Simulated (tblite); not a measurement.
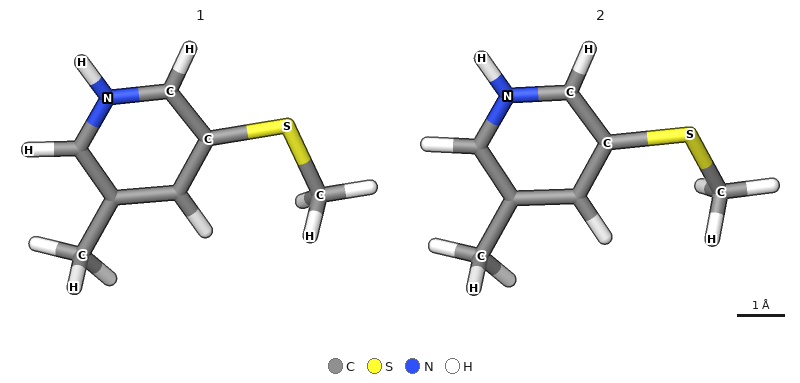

Two geometries of C7H10NS (charge +1), drawn at one scale. One is the start of a relaxation, the other its converged end. Style: stick. Shown at a tilt.

All numbers below come from tblite 0.8.0, GFN2-xTB geometry optimisation, gas phase. 

Question: Which one is relaxed?

Answer: Structure 1 is the relaxed one. Over 63 geometry steps the energy falls by 11.3 kJ/mol. The atom that moves furthest after the best rigid fit is the S atom (0.38 Å). By element the largest moves are S 0.38 Å, H 0.35 Å, C 0.17 Å, N 0.11 Å. Among the contacts that change: C–S 1.792 → 1.736 Å, C–H 1.107 → 1.086 Å, C–C 1.500 → 1.488 Å, C–S 1.824 → 1.812 Å. Bond angles that change, for instance: S–C–H 108.2° → 105.2°, C–C–H 123.2° → 121.0°, N–C–H 116.0° → 118.1°. Groups turn about C–S by about 20°. The run took 0.39 s on 1 thread of Arm Neoverse V2, on a shared host.
